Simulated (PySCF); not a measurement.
**(CdS)2 ring (Cd$_{2}$S$_{2}$): what the electrons do**

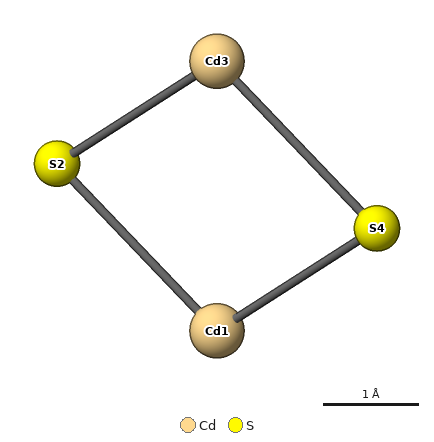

The molecule, with its atoms numbered as below. No frequency check shows the geometry to be a minimum.

Cartesian coordinates (Å):

```
Cd1      1.5238    0.0000    0.0000
S2       0.0000   -1.9254    0.0000
Cd3     -1.5238    0.0000    0.0000
S4       0.0000    1.9254    0.0000
```

Part 1: Bonding charge

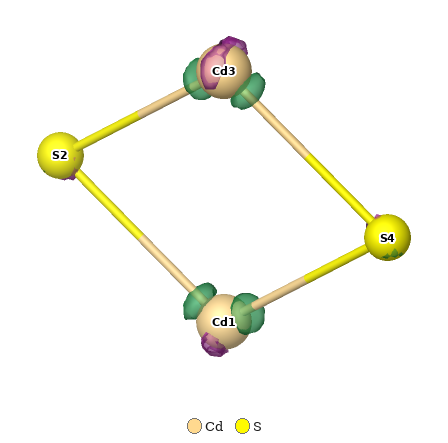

Deformation density (molecule less spherical, spin-averaged free atoms at the same positions), surfaces at ±0.15 e/Å³; green: gain, purple: loss.

Method: PBE0/def2-SVP; geometry: GFN2-xTB; program: PySCF. Core potentials replace the inner electrons of Cd; spin–orbit coupling isn't included. This is a single-reference result, which may miss multireference character in this system.

**Describe the bonding that the map shows.**

Cd1–S2, S2–Cd3, Cd1–S4 and Cd3–S4: +0.03 e/Å³ at the bond critical point (bond length 2.46 Å, Mayer order 0.9). In all, 1.2 electrons gather in the regions of gain relative to the promolecule. A small or negative value marks a very polar bond, one between electron-rich atoms, whose free-atom densities already overlap strongly, a long bond to a heavier atom, or a closed-shell contact such as a hydrogen bond.

Part 2: Bond critical points

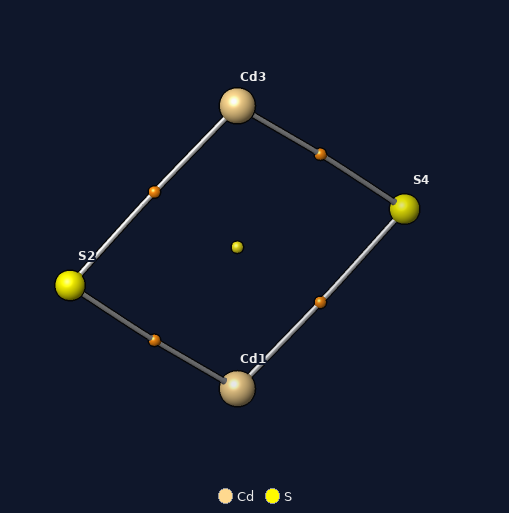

Molecular graph of the electron density (QTAIM): bond paths, bond critical points (orange), ring points (yellow, if any); weak paths are dashed.

**How many critical points of each kind are there, and does the count close?**

4 nuclei, 4 bond, 1 ring and 0 cage critical points: 4 − 4 + 1 − 0 = 1, as the Poincaré–Hopf relation requires.

**Tabulate density, Laplacian, ellipticity and energy density at the bond critical points (atomic units).**

| bond | length (Å) | ρ (a.u.) | ∇²ρ (a.u.) | ε | H (a.u.) |
| --- | --- | --- | --- | --- | --- |
| Cd1–S2 (4 alike) | 2.455 | 0.066 | +0.15 | 0.03 | −0.014 |

**What kind of interaction is Cd1–S2?**

Polar or intermediate (positive Laplacian, negative energy density H): ρ = 0.066, ∇²ρ = +0.15, H = −0.014 a.u.

Part 3: Local ionisation energy

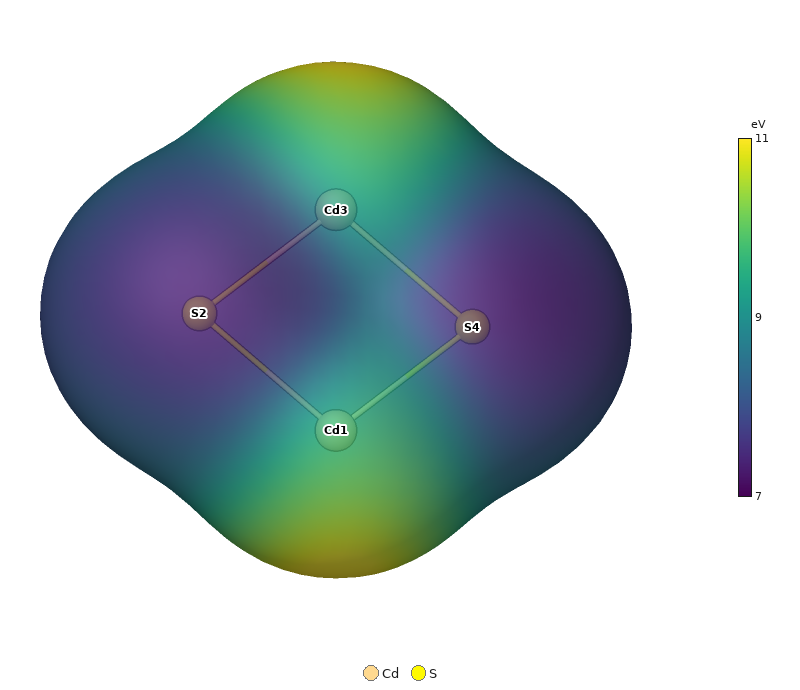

Average local ionisation energy on the surface of electron density 0.001 a.u.

**Locate the minima of the map.**

The lowest value is 7.3 eV, off the molecular plane, over S4 (2.3 Å), and at like points elsewhere. For comparison, the highest occupied orbital lies at −6.0 eV.

**What volume does the surface enclose, and what is the dipole moment?**

About 137 Å³; the dipole moment is 0.0 D.

Part 4: Localised orbitals

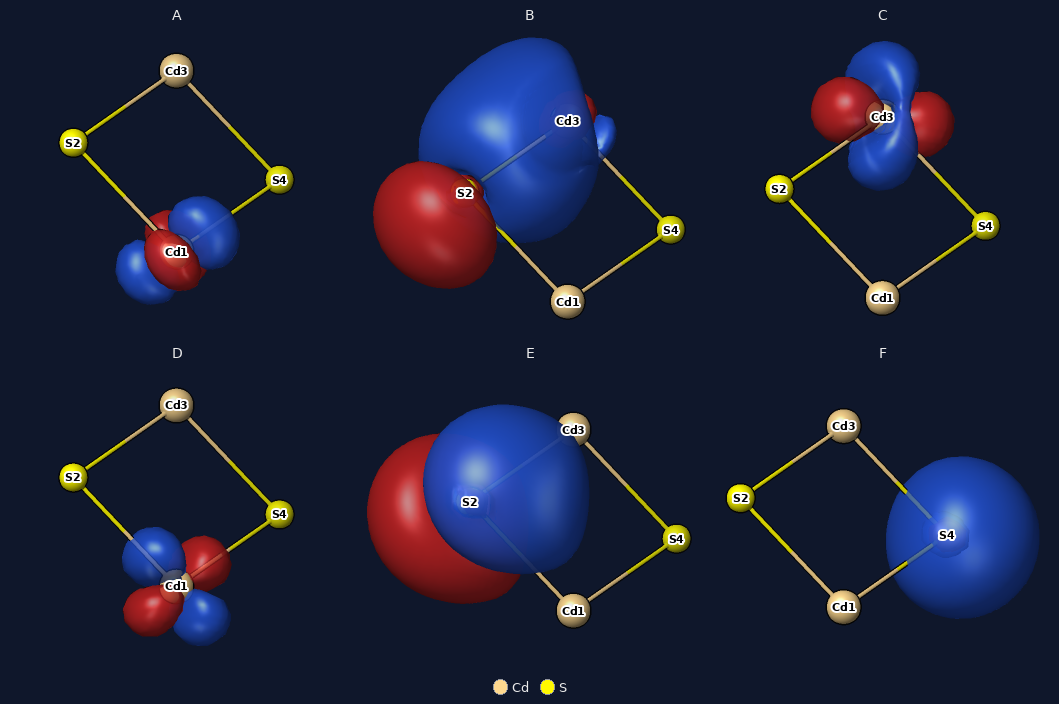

Pipek–Mezey orbitals, occupied; each surface holds about 85 % of the orbital's density. Energies are diagonal elements of the Fock matrix.

Computed with PySCF, B3LYP/def2-SVPD, geometry: GFN2-xTB. Core potentials replace the inner electrons of Cd; spin–orbit coupling isn't included. This is a single-reference result, which may miss multireference character in this system.

**What does each orbital represent in a Lewis picture?**

By panel:
- A: d orbital on Cd1 (Cd1 98 %; −17.6 eV)
- B: σ bond S2–Cd3 (S2 75 %, Cd3 23 %; −9.6 eV)
- C: d orbital on Cd3 (Cd3 95 %; −15.7 eV)
- D: d orbital on Cd1 (Cd1 100 %; −16.1 eV)
- E: lone pair on S2 (p-type) (S2 98 %; −6.7 eV)
- F: lone pair on S4 (s-type) (S4 100 %; −15.2 eV)
